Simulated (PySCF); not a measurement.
**C3H3F5 (SMILES CC(F)(F)C(F)(F)F): density, localisation and related maps**

```xyz
11

C    -1.6528   -0.8998    0.3098
C    -0.5172   -0.0044   -0.0354
F    -0.6656    0.6042   -1.1815
F    -0.5095    1.0696    0.8619
C     0.8987   -0.6672    0.0313
F     1.1550   -1.1675    1.2347
F     1.0209   -1.7498   -0.8136
F     1.8891    0.2053   -0.2286
H    -1.3229   -1.5786    1.1777
H    -2.4073   -0.3564    0.8000
H    -2.0326   -1.4579   -0.5256
```

Geometry: GFN2-xTB, MD frame at 250 fs, 400 K.

Theory: PySCF 2.14.0, PBE0/pcSseg-1, SCF density, gas phase, non-relativistic.

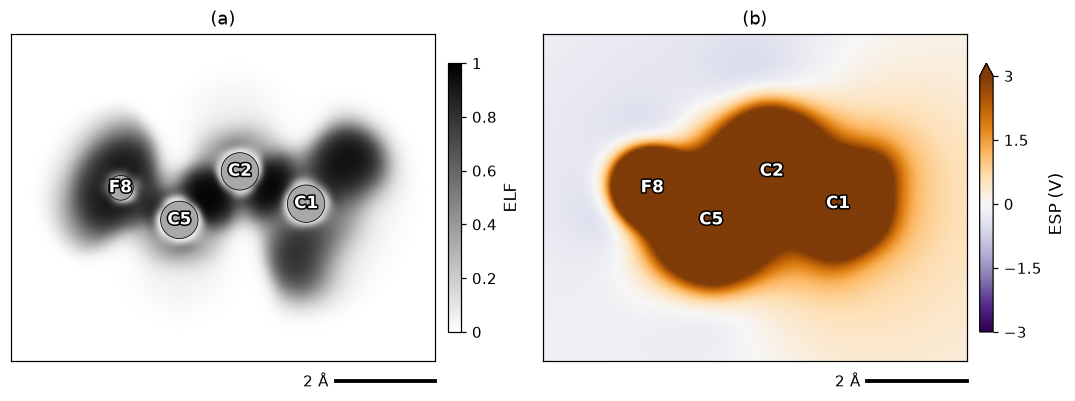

Figure 1. (a) electron localisation function; (b) molecular electrostatic potential on the plane of atoms C2, C5 and F8. Grey discs cover the atomic cores in the ELF map.

Read the bonding off the picture.

Atoms in the plane: C and F. C–C (1.49 Å): the ELF peaks at about 0.95 between the atoms; a shared electron pair. C–C (1.56 Å): the ELF peaks at about 1 between the atoms, as expected for localised, covalent bonding. The ELF also peaks beside F8, away from the bonds: lone-pair regions. Outside the dense part of the molecule the potential is most negative (−0.5 V) near F3, which lies off the plane.

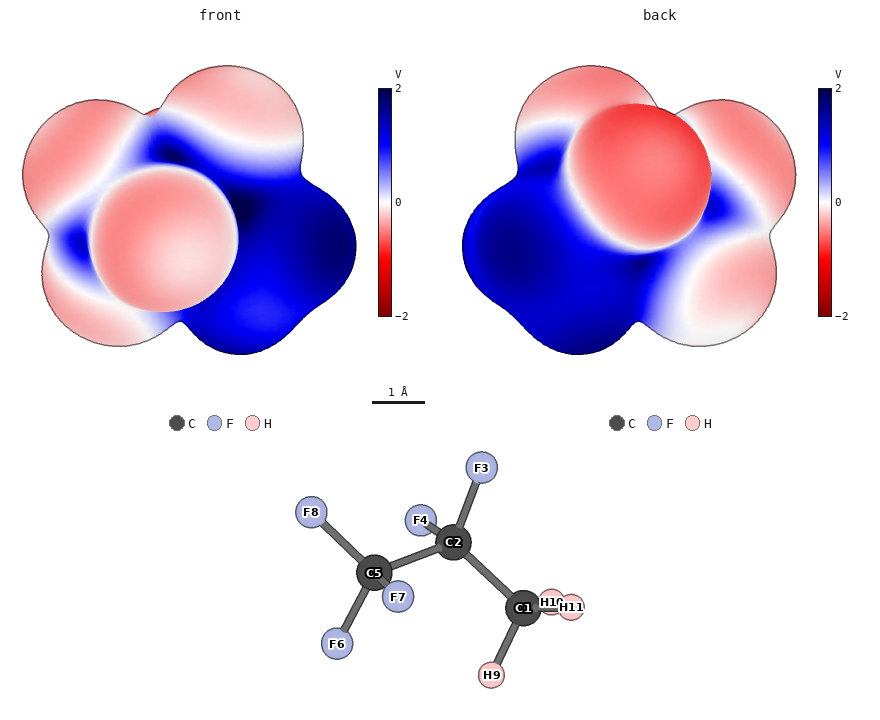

Figure 2. The molecular electrostatic potential painted on the density surface at 0.004 e/bohr³, seen from the front and from behind; the colour scale runs from red (negative) to blue (positive). The bare structure is drawn below in the same view.

Which sites attract a positive test charge, and which a negative one?

A positive charge is drawn to the negative regions and a negative charge to the positive ones. The most negative region (about −0.8 V) lies over F4, the most positive (about +1.9 V) over C2 and C5.

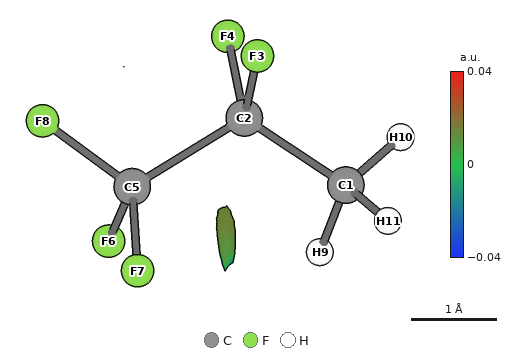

Figure 3. Non-covalent interaction (NCI) plot: the surface where the reduced density gradient is 0.6, for densities under 0.05 a.u., coloured by sign(λ₂)ρ; seen at a tilt.

What holds or crowds the atoms apart from the covalent bonds?

Near H9, F6 and C5: mostly steric crowding (olive to red).
